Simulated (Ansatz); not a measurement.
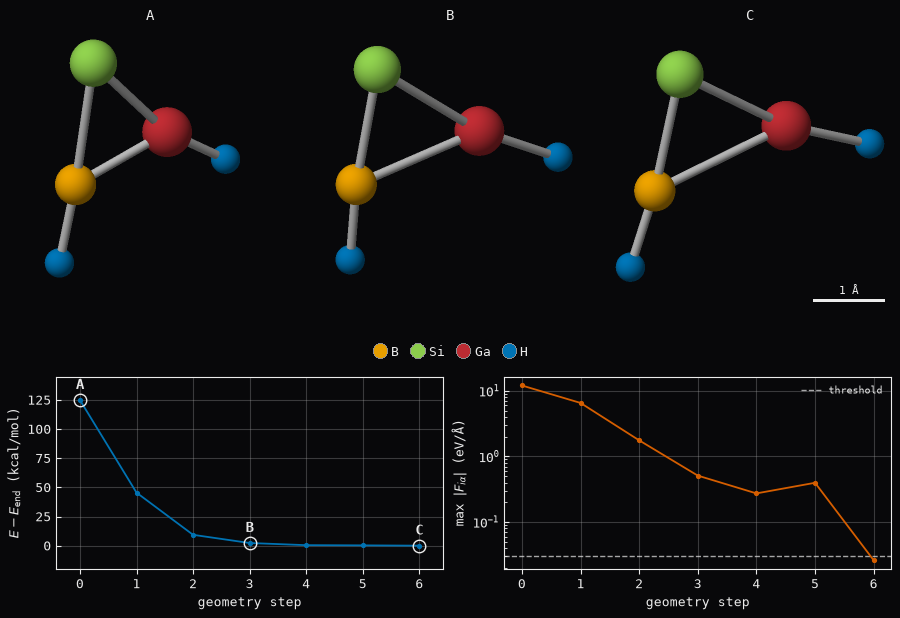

Frames of a relaxation of GaBSiH2, marked on the history of the run. The picture is a ball-and-stick view, seen at a tilt.

It is one of the separated reactants of a reaction.

All numbers below come from Ansatz, RKS PBE-D4/def2-SVP. (force threshold 0.03 eV/Å; at most 250 steps)

Describe the path.

The atom that moves furthest after the best rigid fit is an H atom (0.74 Å). By element the largest moves are H 0.74 Å, B 0.35 Å, Ga 0.32 Å, Si 0.25 Å. Among the contacts that change: B–Ga 1.583 → 2.238 Å, Ga–H 1.235 → 1.574 Å, Ga–Si 1.964 → 2.271 Å, B–Si 1.944 → 1.851 Å. Among the angles between lasting bonds that change: B–Si–Ga 47.8° → 64.8°, B–Ga–Si 65.4° → 48.5°, B–Ga–H 128.0° → 142.2°. Over 6 geometry steps the energy falls by 124.9 kcal/mol. Largest force component: 12 eV/Å at the start, 0.026 eV/Å at the end. From step 0 to 3: an H atom moves most (0.56 Å), energy −122.6 kcal/mol. From step 3 to 6: an H atom moves most (0.35 Å), energy −2.28 kcal/mol.

| step | E − E(0), kcal/mol | largest force component, eV/Å |
| --- | --- | --- |
| 0 | 0.00 | 12.0604 |
| 1 | -79.39 | 6.5383 |
| 2 | -115.57 | 1.7596 |
| 3 | -122.60 | 0.5101 |
| 4 | -124.45 | 0.2731 |
| 5 | -124.62 | 0.3964 |
| 6 | -124.88 | 0.0262 |
